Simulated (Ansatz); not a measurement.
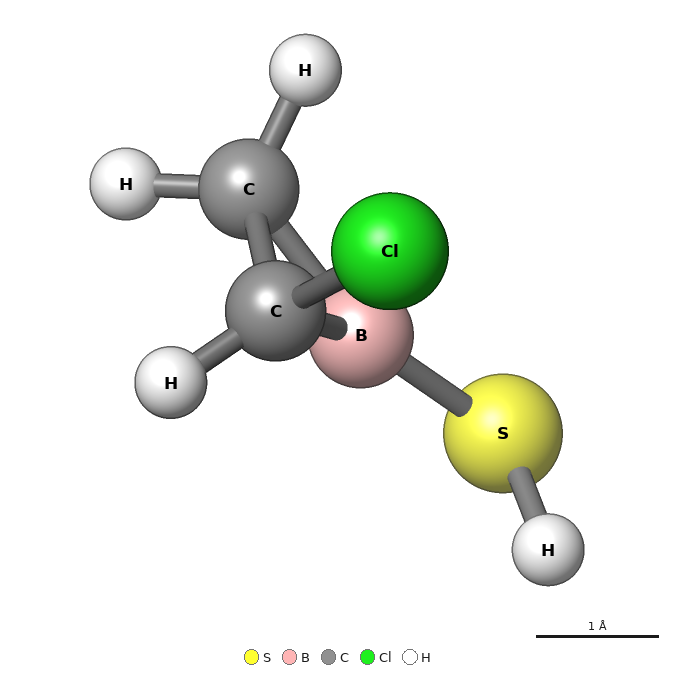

Rendered structure (ball-and-stick style). Every bond is drawn as one stick, whatever its order.

Identify the structure.

It has 9 atoms: 2 carbon, 4 hydrogen, 1 boron, 1 chlorine and 1 sulfur (C₂H₄BClS). As SMILES it reads `SB1C[C@@H]1Cl`. Independent rings (smallest set): 1 of 3 members. Among its groups: C–Cl bond. The point group is C1. Coordination, clear cases only: 1 S bent.

More results for the same structure follow; atom numbers are the same in all pictures, views and colours differ. The computed structure is the end point of a PBE0-D4/def2-TZVP optimisation.

Electronic properties

Method: RKS PBE0-D4/def2-TZVPP (Ansatz 0.2.0).

Question: Give the HOMO–LUMO gap at this level.

Answer: 5.85 eV.

Question: What is the dispersion correction?

Answer: −18.1 kJ/mol.

Question: What is the HOMO energy (Kohn–Sham orbital)?

Answer: −7.25 eV.

Thermal motion

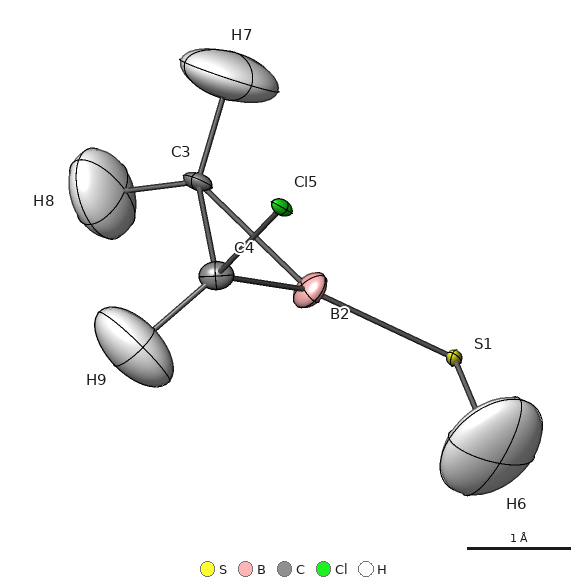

Displacement ellipsoids at the 50 % level, enlarged 2 times, from the internal vibrations of the free molecule (harmonic, no overall translation or rotation; no half-axis is drawn under 0.075 Å). Vibrations computed with RKS PBE0-D4/def2-TZVP (Ansatz 0.2.0). Temperature: 0 K (zero-point motion alone).

Give the displacement parameters, one line for each set of equivalent atoms.

```tsv
atom	U_eq (Å²)	rms amplitudes (Å)
S1	0.00091	0.014, 0.020, 0.046
B2	0.0030	0.038, 0.055, 0.066
C3	0.0018	0.026, 0.047, 0.050
C4	0.0021	0.036, 0.044, 0.055
Cl5	0.00096	0.010, 0.021, 0.048
H6	0.0239	0.081, 0.160, 0.199
H7	0.0188	0.075, 0.150, 0.169
H8	0.0165	0.084, 0.131, 0.159
H9	0.0153	0.085, 0.118, 0.157
```

Dipole moment

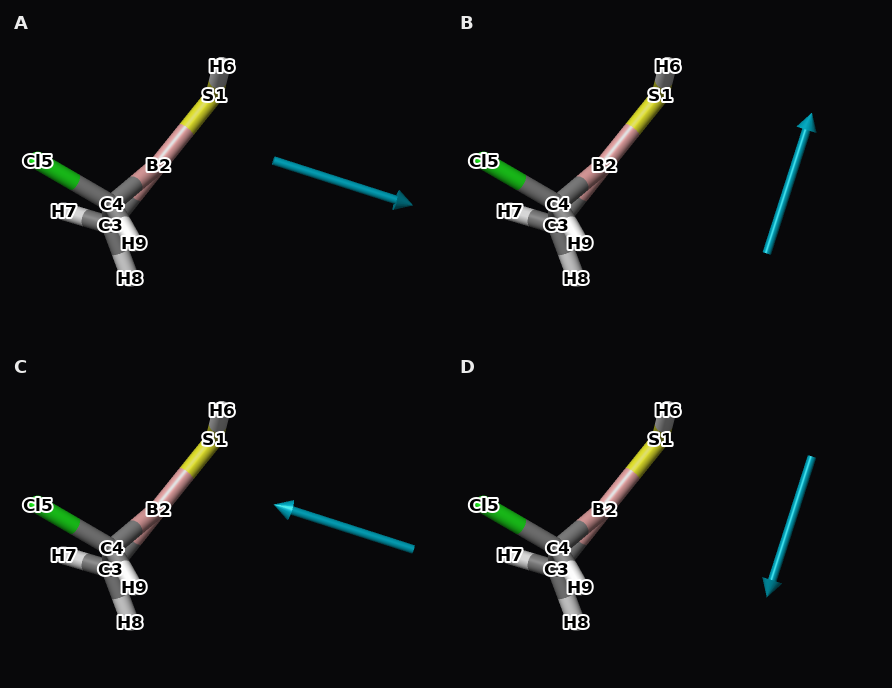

The same molecule four times, each with an arrow. Method: RKS PBE0-D4/def2-TZVP (Ansatz 0.2.0).

Question: Which arrow points along the dipole moment, from the negative to the positive end?

Answer: A. The dipole moment is 1.56 D; it points from the side of Cl5 to the side of S1 (the outermost atoms at the two ends).
